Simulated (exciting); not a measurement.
**F K-edge absorption of CaSnF4, all-electron BSE**

Wanted: the near-edge spectrum and the bound core excitons at the F K edge of CaSnF4.

Calculated with exciting sodium; X-ray absorption, core-level Bethe-Salpeter equation, exchange and statically screened direct term, Tamm-Dancoff, all-electron LAPW+lo LDA.

## (1) Starting point

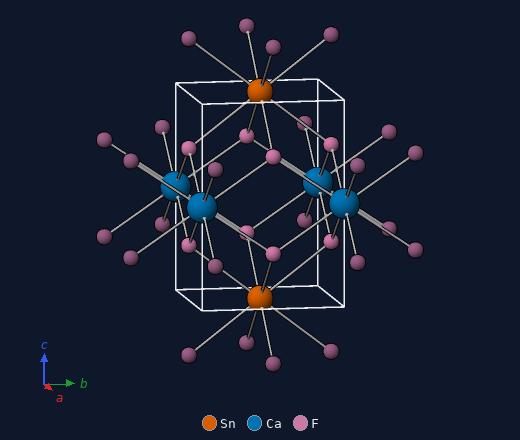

The cell as given, slightly off an axis (tin orange, calcium blue, fluorine pink). Some periodic images of atoms are drawn too.

Coordinates:

```
Sn Ca F
1.0
     4.00455    0.00000    0.00000
     0.00000    4.00455    0.00000
     0.00000    0.00000    5.78047
Sn Ca F
1 1 4
Direct
  0.50000 0.50000 0.00000
  0.00000 0.00000 0.50000
  0.00000 0.50000 0.26574
  0.00000 0.50000 0.73426
  0.50000 0.00000 0.73426
  0.50000 0.00000 0.26574
```

Differences between curves are given as r.m.s. difference over r.m.s. height.

## (2) The self-consistent potential

The species files are the program's own, with muffin-tin radii set in the input.

The input, input.xml:

```
<input>
  <title>CaSnF4</title>
  <structure speciespath="." autormt="false" epslat="1.0e-5">
    <crystal>
      <basevect>7.5674989715 0.0000000000 0.0000000000</basevect>
      <basevect>0.0000000000 7.5674989715 0.0000000000</basevect>
      <basevect>0.0000000000 0.0000000000 10.9234995004</basevect>
    </crystal>
    <species speciesfile="Sn.xml" rmt="2.300">
      <atom coord="0.5000000000 0.5000000000 0.0000000000"/>
    </species>
    <species speciesfile="Ca.xml" rmt="2.464">
      <atom coord="0.0000000000 0.0000000000 0.5000000000"/>
    </species>
    <species speciesfile="F.xml" rmt="1.967">
      <atom coord="0.0000000000 0.5000000000 0.2657380000"/>
      <atom coord="0.0000000000 0.5000000000 0.7342620000"/>
      <atom coord="0.5000000000 0.0000000000 0.7342620000"/>
      <atom coord="0.5000000000 0.0000000000 0.2657380000"/>
    </species>
  </structure>
  <groundstate do="fromscratch" xctype="LDA_PW" ngridk="4 4 3" rgkmax="7" gmaxvr="14" nempty="8" swidth="0.001" maxscl="100" epsengy="1e-5"/>
</input>
```

Command:

```console
> OMP_NUM_THREADS=1 mpirun -n 4 exciting
```

Numbers of over 12 decimals in the logs are rounded to 6 here.

The program printed:

```text
EXCITING SODIUM started
********************************************************************************
* Ground-state run starting from atomic densities                              *
********************************************************************************
+ Starting initialization                                                      +
[... lattice and species ...]
 Spin treatment                             :    spin-unpolarised
 Number of Bravais lattice symmetries       :      16
[...]
+ Self-consistent loop stopped                                                 +
 STATE.OUT is written
********************************************************************************
* Groundstate module stopped                                                   *
********************************************************************************
 Total time spent (seconds)                 :        68.34
- CAUTION! Warnings have been written in file WARNING.OUT !                    -
| EXCITING SODIUM stopped                                                      =
[key lines of the parts left out:]
Total energy                               :     -7250.33090354
Fermi energy                               :         0.10527282
```

Wall time 70 s (4 MPI ranks of Intel Xeon at 2.70GHz, shared host).

The warnings file holds hints only, no warning.

The mesh shows a gap of 3.64 eV. Core levels (Dirac, from the valence top):

| atom | level | energy (eV) |
| --- | --- | --- |
| F | 1s1/2 | -648.8 |

## (3) A richer basis for the empty states

Each species file gets more local orbitals, built from u and its energy derivative at 0.15 Ha and u at 0.9 Ha.

input.xml is that of step 2.

The input, SPECIES.xml, added lines:

```
<lo l="L">  <!-- L = 0, 1, 2 -->
  <wf matchingOrder="0" trialEnergy="0.1500" searchE="false"/>
  <wf matchingOrder="1" trialEnergy="0.1500" searchE="false"/>
  <wf matchingOrder="0" trialEnergy="0.9000" searchE="false"/>
</lo>
```

Command:

```console
> OMP_NUM_THREADS=1 mpirun -n 4 exciting
```

The program printed:

```text
EXCITING SODIUM started
********************************************************************************
* Ground-state run starting from atomic densities                              *
********************************************************************************
+ Starting initialization                                                      +
[... lattice and species ...]
 Spin treatment                             :    spin-unpolarised
 Number of Bravais lattice symmetries       :      16
[...]
+ Self-consistent loop stopped                                                 +
 STATE.OUT is written
********************************************************************************
* Groundstate module stopped                                                   *
********************************************************************************
 Total time spent (seconds)                 :        59.58
- CAUTION! Warnings have been written in file WARNING.OUT !                    -
| EXCITING SODIUM stopped                                                      =
[key lines of the parts left out:]
Total energy                               :     -7250.33286260
Fermi energy                               :         0.10574227
```

It took 62 s on 4 MPI ranks.

Against the first ground state the total energy moves by -9 meV an atom and the gap by -0.01 eV.

## (4) Screening, kernels and BSE for F atom 3

The absorber has 2 Ca at 2.42 Å and 2 Sn at 2.52 Å (distorted tetrahedral, site symmetry 2mm).

Edit input.xml of step 3 so:

```diff
@@ -21,3 +21,20 @@
   </structure>
-  <groundstate do="fromscratch" xctype="LDA_PW" ngridk="4 4 3" rgkmax="7" gmaxvr="14" nempty="8" swidth="0.001" maxscl="100" epsengy="1e-5"/>
+  <groundstate do="skip" xctype="LDA_PW" ngridk="4 4 3" rgkmax="7" gmaxvr="14" nempty="8" swidth="0.001" maxscl="100" epsengy="1e-5"/>
+  <xs xstype="BSE" ngridk="4 4 2" ngridq="4 4 2" vkloff="0.097 0.273 0.493" rgkmax="7" nempty="41" gqmax="3" lmaxapwwf="5" lmaxemat="2" broad="0.01654" tevout="true">
+    <energywindow intv="23.535 25.152" points="439"/>
+    <screening screentype="full" nempty="66"/>
+    <BSE xas="true" xasspecies="3" xasatom="1" xasedge="K" bsetype="singlet" nstlxas="1 37"/>
+    <qpointset>
+      <qpoint>0 0 0</qpoint>
+    </qpointset>
+    <plan>
+      <doonly task="xsgeneigvec"/>
+      <doonly task="writepmatxs"/>
+      <doonly task="scrgeneigvec"/>
+      <doonly task="scrwritepmat"/>
+      <doonly task="screen"/>
+      <doonly task="scrcoulint"/>
+      <doonly task="exccoulint"/>
+    </plan>
+  </xs>
 </input>
```

The input, input.xml for the last start (plan only):

```
  <plan>
    <doonly task="bse"/>
  </plan>
```

Command:

```console
> OMP_NUM_THREADS=1 mpirun -n 4 exciting
> OMP_NUM_THREADS=4 exciting
```

The program printed:

```text
| EXCITING SODIUM started for task xsgeneigvec ( 301)                          =
One-shot GS runs for BSE calculations
One-shot GS runs for k+qmt/2 grids
Info(xsgeneigvec): Generating eigenvectors for Q-point      1
Info(xsgeneigvec): Generation of eigenvectors finished
| EXCITING SODIUM started for task writepmatxs ( 320)                          =
Info(writepmatxs): Momentum matrix elements finished
| EXCITING SODIUM started for task scrgeneigvec ( 401)                         =
One-shot GS runs for BSE calculations
One-shot GS runs for k+qmt/2 grids
[...]
Info(setup_bse_block): Setting up RR part of hamiltonian
Info(setup_bse_block): Singlet spin state
Info(bse): Diagonalizing RR Hamiltonian (TDA)
Info(bse): Invoking Lapack routine ZHEEVR
      2368 eigen solutions found in the interval:
         i1=       1 i2=    2368
Info(bse): Writing excition energies and oscillator strengths to text file.
Info(makespectrum_dist): Making spectrum using formula for coupling with time reversed AR basis.
Info(makespectrum_dist): Using formalism for vanishing momentum transfer.
Info(writederived): Writing quantities derived from the macroscopic dielectric function.
Info(bselauncher): Spectrum finished for iqmt=  1
Info(bselauncher): All done for BSE type singlet
```

The job ended after 14 min (4 MPI ranks).

Wall time by task: xsgeneigvec 9.4 s, writepmatxs 10 s, scrgeneigvec 8.3 s, scrwritepmat 8.8 s, screen 2.2 min, scrcoulint 2.9 min, exccoulint 8.3 min, bse 14 s.

The F K spectrum of F atom 3 (energy from the Kohn–Sham onset, core level to the lowest empty state found on the meshes used, 652.41 eV; the ground-state mesh sets it, and the shifted mesh has its lowest transition 0.30 eV above it; Im ε scaled to the maximum of the singlet run; cut below the end of the band set):

| E (eV) | isotropic | ε ⊥ c | ε ∥ c |
| --- | --- | --- | --- |
| -5.0 | 0.03 | 0.02 | 0.03 |
| -4.0 | 0.04 | 0.04 | 0.05 |
| -3.0 | 0.09 | 0.07 | 0.12 |
| -2.0 | 0.36 | 0.20 | 0.67 |
| -1.0 | 0.93 | 1.14 | 0.51 |
| 0.0 | 0.48 | 0.54 | 0.37 |
| 1.0 | 0.48 | 0.46 | 0.53 |
| 2.0 | 0.72 | 0.61 | 0.95 |
| 3.0 | 0.33 | 0.31 | 0.38 |
| 4.0 | 0.30 | 0.30 | 0.32 |
| 5.0 | 0.27 | 0.31 | 0.19 |
| 6.0 | 0.21 | 0.25 | 0.14 |
| 7.0 | 0.20 | 0.22 | 0.16 |
| 8.0 | 0.33 | 0.35 | 0.30 |
| 9.0 | 0.34 | 0.33 | 0.36 |
| 10.0 | 0.34 | 0.34 | 0.34 |
| 11.0 | 0.41 | 0.41 | 0.40 |
| 12.0 | 0.35 | 0.35 | 0.34 |
| 13.0 | 0.19 | 0.18 | 0.22 |
| 14.0 | 0.15 | 0.13 | 0.20 |
| 15.0 | 0.17 | 0.14 | 0.22 |
| 16.0 | 0.16 | 0.15 | 0.19 |
| 17.0 | 0.19 | 0.20 | 0.17 |
| 18.0 | 0.17 | 0.16 | 0.18 |
| 19.0 | 0.14 | 0.12 | 0.18 |
| 20.0 | 0.19 | 0.16 | 0.26 |

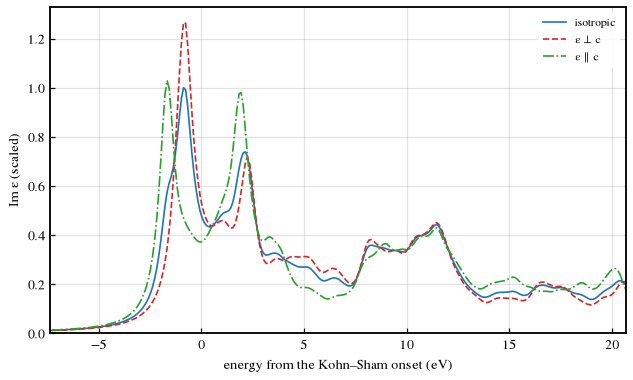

The F K edge of F atom 3.

Maxima (height): -0.9 eV (1.00), 2.1 eV (0.74), 8.3 eV (0.36), 11.5 eV (0.44), 15.2 eV (0.17), 16.6 eV (0.20) and 20.4 eV (0.21).

The Hamiltonian has 2368 rows. The lowest groups of eigenvalues and the brightest ones, on the scale above (the program counts from the shifted mesh's onset, 0.30 eV higher). Core spinors bring spin-forbidden partners, so dark means forbidden by spin or by symmetry, and the shifted mesh splits states that symmetry would keep together:

| energy (eV) | states within 10 meV | relative strength |
| --- | --- | --- |
| -1.680 | 1 | dark |
| -1.663 | 1 | 0.49 |
| -1.098 | 2 | 0.27 |
| -0.872 | 2 | 0.055 |
| -0.822 | 1 | dark |
| -0.791 | 1 | 1.00 |
| 1.912 | 1 | 0.18 |
| 2.270 | 2 | 0.14 |
| 2.282 | 4 | 0.14 |
| 8.087 | 2 | 0.12 |

## (5) Independent particles

Edit input.xml of step 4 so:

```diff
@@ -25,3 +25,3 @@
     <screening screentype="full" nempty="66"/>
-    <BSE xas="true" xasspecies="3" xasatom="1" xasedge="K" bsetype="singlet" nstlxas="1 37"/>
+    <BSE xas="true" xasspecies="3" xasatom="1" xasedge="K" bsetype="IP" nstlxas="1 37"/>
     <qpointset>
@@ -30,9 +30,3 @@
     <plan>
-      <doonly task="xsgeneigvec"/>
-      <doonly task="writepmatxs"/>
-      <doonly task="scrgeneigvec"/>
-      <doonly task="scrwritepmat"/>
-      <doonly task="screen"/>
-      <doonly task="scrcoulint"/>
-      <doonly task="exccoulint"/>
+      <doonly task="bse"/>
     </plan>
```

Command:

```console
> OMP_NUM_THREADS=4 exciting
```

The program printed:

```text
| EXCITING SODIUM started for task bse ( 445)                                  =
Info(bselauncher): Init time:    1.159979
Info(bselauncher): Setting up and diagonalizing BSE Hamiltonian.
Info(bselauncher): Using momentum transfer vectors from list :   1 to  1
Info(bselauncher): Distributing qmt-points over   1 processes.
Info(bselauncher): BSE type: IP
Info(bselauncher): Momentum transfer list index: iqmt=  1
Info(bselauncher): Momentum transfer: vqmtl=   0.000   0.000   0.000
Info(bse): Inspecting occupations...
Info(setranges_modxs): Number of non-reduced k-points:       32
[...]
highest unoccupied state:  66
  Opening gap with a scissor of:      0.000/H      0.000/eV
Info(select_transitions): Number of participating transitions:    2368
Info(bse): Selecting transitions...
Info(bse):bsegap (eV):   652.710275
Info(bse): IP requested, nothing much to do
Info(bse): Writing excition energies and oscillator strengths to text file.
Info(makespectrum_dist): Making spectrum using formula for coupling with time reversed AR basis.
Info(makespectrum_dist): Using formalism for vanishing momentum transfer.
Info(writederived): Writing quantities derived from the macroscopic dielectric function.
Info(bselauncher): Spectrum finished for iqmt=  1
Info(bselauncher): All done for BSE type IP
```

Elapsed: 3 s, on 4 threads.

Maxima (height): 2.6 eV (0.48), 4.6 eV (0.55), 7.5 eV (0.28), 13.7 eV (0.56) and 18.7 eV (0.30); 1 lower ones aren't listed. The spectrum differs from the singlet run by 67 % r.m.s. Moving the earlier curve by +2.7 eV leaves 34 %. The highest maximum lies at 13.7 eV (0.56), against -0.9 eV (1.00).

## (6) Exchange alone

Edit input.xml of step 5 so:

```diff
@@ -25,3 +25,3 @@
     <screening screentype="full" nempty="66"/>
-    <BSE xas="true" xasspecies="3" xasatom="1" xasedge="K" bsetype="IP" nstlxas="1 37"/>
+    <BSE xas="true" xasspecies="3" xasatom="1" xasedge="K" bsetype="RPA" nstlxas="1 37"/>
     <qpointset>
```

Command:

```console
> OMP_NUM_THREADS=4 exciting
```

The program printed:

```text
| EXCITING SODIUM started for task bse ( 445)                                  =
Info(bselauncher): Init time:    1.229943
Info(bselauncher): Setting up and diagonalizing BSE Hamiltonian.
Info(bselauncher): Using momentum transfer vectors from list :   1 to  1
Info(bselauncher): Distributing qmt-points over   1 processes.
Info(bselauncher): BSE type: RPA
Info(bselauncher): Momentum transfer list index: iqmt=  1
Info(bselauncher): Momentum transfer: vqmtl=   0.000   0.000   0.000
Info(bse): Inspecting occupations...
Info(setranges_modxs): Number of non-reduced k-points:       32
[...]
Info(setup_bse_block): Setting up RR part of hamiltonian
Info(setup_bse_block): Using RPA approximation
Info(bse): Diagonalizing RR Hamiltonian (TDA)
Info(bse): Invoking Lapack routine ZHEEVR
      2368 eigen solutions found in the interval:
         i1=       1 i2=    2368
Info(bse): Writing excition energies and oscillator strengths to text file.
Info(makespectrum_dist): Making spectrum using formula for coupling with time reversed AR basis.
Info(makespectrum_dist): Using formalism for vanishing momentum transfer.
Info(writederived): Writing quantities derived from the macroscopic dielectric function.
Info(bselauncher): Spectrum finished for iqmt=  1
Info(bselauncher): All done for BSE type RPA
```

Elapsed: 15 s, on 4 threads.

Maxima (height): 2.6 eV (0.48), 4.6 eV (0.54), 13.7 eV (0.57), 17.7 eV (0.29) and 18.7 eV (0.31); 1 lower ones aren't listed. Against the independent-particle run the r.m.s. difference is 1 %.

## (7) Broadening

Changed against the first singlet run: half width (eV) from 0.45 to 0.11.

Edit input.xml of step 6 so:

```diff
@@ -22,6 +22,6 @@
   <groundstate do="skip" xctype="LDA_PW" ngridk="4 4 3" rgkmax="7" gmaxvr="14" nempty="8" swidth="0.001" maxscl="100" epsengy="1e-5"/>
-  <xs xstype="BSE" ngridk="4 4 2" ngridq="4 4 2" vkloff="0.097 0.273 0.493" rgkmax="7" nempty="41" gqmax="3" lmaxapwwf="5" lmaxemat="2" broad="0.01654" tevout="true">
-    <energywindow intv="23.535 25.152" points="439"/>
+  <xs xstype="BSE" ngridk="4 4 2" ngridq="4 4 2" vkloff="0.097 0.273 0.493" rgkmax="7" nempty="41" gqmax="3" lmaxapwwf="5" lmaxemat="2" broad="0.00404" tevout="true">
+    <energywindow intv="23.535 25.152" points="1199"/>
     <screening screentype="full" nempty="66"/>
-    <BSE xas="true" xasspecies="3" xasatom="1" xasedge="K" bsetype="RPA" nstlxas="1 37"/>
+    <BSE xas="true" xasspecies="3" xasatom="1" xasedge="K" bsetype="singlet" nstlxas="1 37"/>
     <qpointset>
```

Command:

```console
> OMP_NUM_THREADS=4 exciting
```

The program printed:

```text
| EXCITING SODIUM started for task bse ( 445)                                  =
Info(bselauncher): Init time:    1.254180
Info(bselauncher): Setting up and diagonalizing BSE Hamiltonian.
Info(bselauncher): Using momentum transfer vectors from list :   1 to  1
Info(bselauncher): Distributing qmt-points over   1 processes.
Info(bselauncher): BSE type: singlet
Info(bselauncher): Momentum transfer list index: iqmt=  1
Info(bselauncher): Momentum transfer: vqmtl=   0.000   0.000   0.000
Info(bse): Inspecting occupations...
[...]
Info(setup_bse_block): Setting up RR part of hamiltonian
Info(setup_bse_block): Singlet spin state
Info(bse): Diagonalizing RR Hamiltonian (TDA)
Info(bse): Invoking Lapack routine ZHEEVR
      2368 eigen solutions found in the interval:
         i1=       1 i2=    2368
Info(bse): Writing excition energies and oscillator strengths to text file.
Info(makespectrum_dist): Making spectrum using formula for coupling with time reversed AR basis.
Info(makespectrum_dist): Using formalism for vanishing momentum transfer.
Info(writederived): Writing quantities derived from the macroscopic dielectric function.
Info(bselauncher): Spectrum finished for iqmt=  1
Info(bselauncher): All done for BSE type singlet
```

Run time: 15 s. Hardware: 4 threads.

The spectrum differs from the singlet run by 53 % r.m.s. The highest maximum lies at -0.8 eV (2.93), against -0.9 eV (1.00). Only the width of each line changes; the area stays. A table step wider than the lines misses their tops.

| E (eV) | first run | this run |
| --- | --- | --- |
| -5.0 | 0.03 | 0.01 |
| -4.0 | 0.04 | 0.01 |
| -3.0 | 0.09 | 0.02 |
| -2.0 | 0.36 | 0.17 |
| -1.0 | 0.93 | 1.16 |
| 0.0 | 0.48 | 0.29 |
| 1.0 | 0.48 | 0.54 |
| 2.0 | 0.72 | 1.09 |
| 3.0 | 0.33 | 0.13 |
| 4.0 | 0.30 | 0.24 |
| 5.0 | 0.27 | 0.26 |
| 6.0 | 0.21 | 0.14 |
| 7.0 | 0.20 | 0.16 |
| 8.0 | 0.33 | 0.43 |
| 9.0 | 0.34 | 0.37 |
| 10.0 | 0.34 | 0.26 |
| 11.0 | 0.41 | 0.44 |
| 12.0 | 0.35 | 0.35 |
| 13.0 | 0.19 | 0.15 |
| 14.0 | 0.15 | 0.11 |
| 15.0 | 0.17 | 0.15 |
| 16.0 | 0.16 | 0.13 |
| 17.0 | 0.19 | 0.18 |
| 18.0 | 0.17 | 0.14 |
| 19.0 | 0.14 | 0.08 |
| 20.0 | 0.19 | 0.19 |

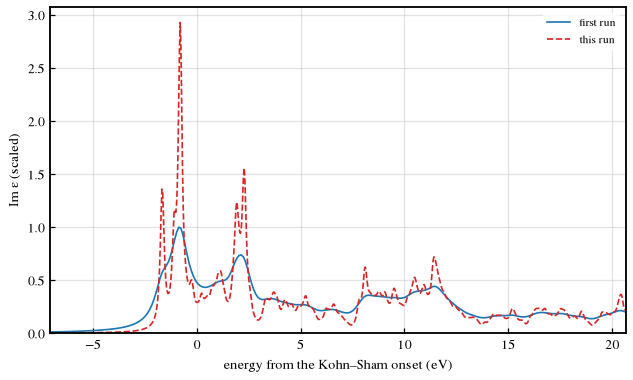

This run beside the first singlet run.

## (8) The levels of theory side by side

| level | curve passes 0.15 (eV) | highest maximum (eV) | its height |
| --- | --- | --- | --- |
| IP | 0.0 | 13.7 | 0.56 |
| RPA | 0.0 | 13.7 | 0.57 |
| singlet | -2.5 | -0.9 | 1.00 |

| E (eV) | IP | RPA | singlet |
| --- | --- | --- | --- |
| -5.0 | 0.01 | 0.01 | 0.03 |
| -4.0 | 0.01 | 0.01 | 0.04 |
| -3.0 | 0.02 | 0.02 | 0.09 |
| -2.0 | 0.02 | 0.02 | 0.36 |
| -1.0 | 0.05 | 0.04 | 0.93 |
| 0.0 | 0.15 | 0.14 | 0.48 |
| 1.0 | 0.37 | 0.36 | 0.48 |
| 2.0 | 0.43 | 0.41 | 0.72 |
| 3.0 | 0.45 | 0.45 | 0.33 |
| 4.0 | 0.36 | 0.36 | 0.30 |
| 5.0 | 0.45 | 0.45 | 0.27 |
| 6.0 | 0.32 | 0.32 | 0.21 |
| 7.0 | 0.27 | 0.27 | 0.20 |
| 8.0 | 0.23 | 0.23 | 0.33 |
| 9.0 | 0.24 | 0.24 | 0.34 |
| 10.0 | 0.32 | 0.32 | 0.34 |
| 11.0 | 0.34 | 0.34 | 0.41 |
| 12.0 | 0.35 | 0.35 | 0.35 |
| 13.0 | 0.46 | 0.46 | 0.19 |
| 14.0 | 0.52 | 0.53 | 0.15 |
| 15.0 | 0.26 | 0.27 | 0.17 |
| 16.0 | 0.25 | 0.25 | 0.16 |
| 17.0 | 0.23 | 0.23 | 0.19 |
| 18.0 | 0.28 | 0.28 | 0.17 |
| 19.0 | 0.29 | 0.30 | 0.14 |
| 20.0 | 0.21 | 0.21 | 0.19 |

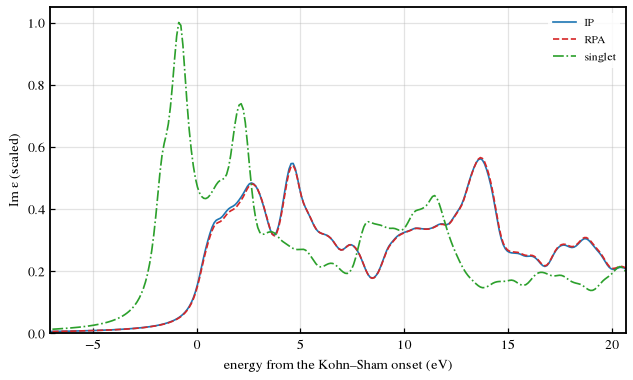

The spectrum at each level.

## (9) Results

| Property | Result |
| --- | --- |
| absorber and edge | F K, atom 3 |
| surroundings | 2 Ca at 2.42 Å and 2 Sn at 2.52 Å (distorted tetrahedral, site symmetry 2mm) |
| first bright state | -1.66 eV from the Kohn–Sham onset, on this mesh |
| highest maximum | -0.9 eV |
| cost of the BSE run | 14 min on 4 MPI ranks of Intel Xeon at 2.70GHz, shared host; the last task ran on as many threads |

In words: Is a core exciton bound? Yes on this mesh: the first bright state (over 5 % of the brightest) lies at -1.66 eV from the Kohn–Sham onset and at -1.97 eV from the lowest bare transition of its own mesh. Changing the half width (eV) from 0.45 to 0.11 alters the spectrum by 53 % r.m.s. Exchange alone changes the independent-particle spectrum by 1.4 % r.m.s. Binding energies aren't converged on 32 k points, and fine structure above the first lines is partly noise of the mesh. The kernel cutoff is low for a compact core orbital, so the effect of exchange is a lower bound. The zero comes from the unshifted 4×4×3 ground-state mesh; it is exact only where the band minimum lies on that mesh. The Kohn–Sham onset, 652 eV, is no photon energy: the scale needs a rigid shift. No quasiparticle correction widens the gap or stretches the bands. Vibrations and energy-dependent lifetimes are left out. The structure is a Materials Project entry, computed there, and may be a hypothetical form.

[Banner, clock and machine lines of the logs are left out without a mark of their own.]

[Logs are printed without paths, hosts, clocks, repeated set-up lines and the standing remarks that a program may print on its own settings, such as how far it seeks lower states.]

[Hosts, paths, dates, database ids (printed as entryN), source tags and the programs' standing remarks are cut or masked in the printed files.]
